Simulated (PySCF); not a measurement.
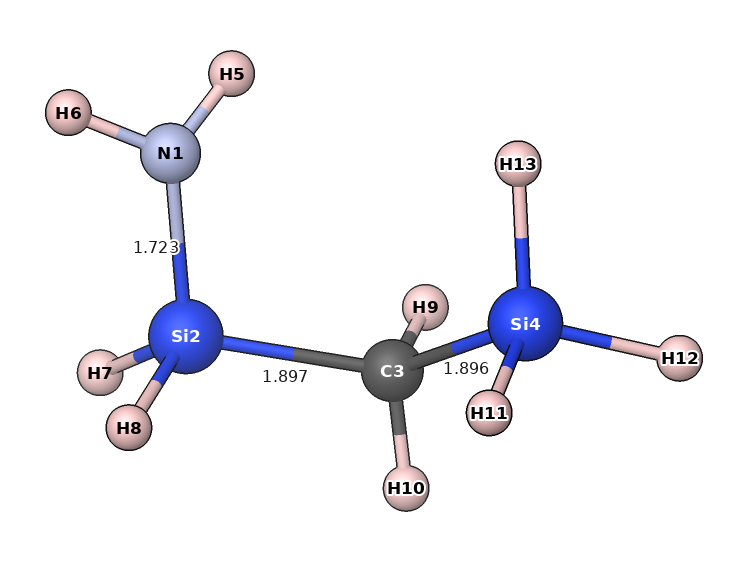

Bond lengths are marked in Å; every bond is drawn as one stick. The computed structure is the end point of a GFN2-xTB optimisation. No frequency run is at hand to confirm it as a minimum.

**Which of the marked bonds are single, double, triple or aromatic?**

N1–Si2 single; Si2–C3 single; C3–Si4 single.

**Give the structure as SMILES.**

N[SiH2]C[SiH3]
